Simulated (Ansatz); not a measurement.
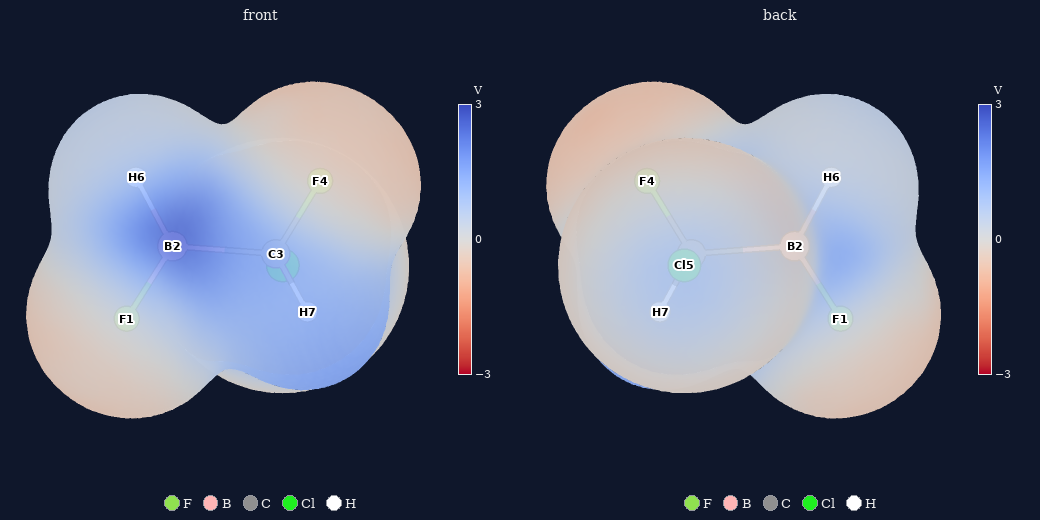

Figure. CH$_{2}$BClF$_{2}$. The molecular electrostatic potential painted on the density surface at 0.002 e/bohr³, seen from the front and from behind; the colour scale runs from red (negative) to blue (positive).

Geometry: PBE0-D4/def2-TZVP.

These are results of RKS PBE0-D4/def2-TZVPP in Ansatz, not measurements.

Input

```
crystal:
  periodic: [false, false, false]
  atoms:
    - {symbol: F, position_ang: [-1.779984, 0.732739, -0.051289]}
    - {symbol: B, position_ang: [-0.568448, 0.556492, 0.433418]}
    - {symbol: C, position_ang: [0.330243, -0.577433, -0.197230]}
    - {symbol: F, position_ang: [1.255179, -1.101535, 0.644136]}
    - {symbol: Cl, position_ang: [1.145582, 0.442870, -1.438093]}
    - {symbol: H, position_ang: [-0.159411, 1.264922, 1.301953]}
    - {symbol: H, position_ang: [-0.161961, -1.386054, -0.738696]}
basis:
  gaussian: {orbitals: def2-TZVPP}
hamiltonian: {xc: pbe0, dispersion: d4}
output: {orbitals: {seedname: orbitals}}
```

Command:

```sh
ansatz run in.yaml --threads 2 --pin off --events-out ev --progress --plain --max-ram 4352MiB
```

Q: Which sites attract a positive test charge, and which a negative one?

A: A positive charge is drawn to the negative regions and a negative charge to the positive ones. The most negative region (about −0.6 V) lies over F4, the most positive (about +2.2 V) over B2. Cl5 shows a σ-hole: about +0.7 V at the tip opposite its bond, against about −0.1 V on its flanks.
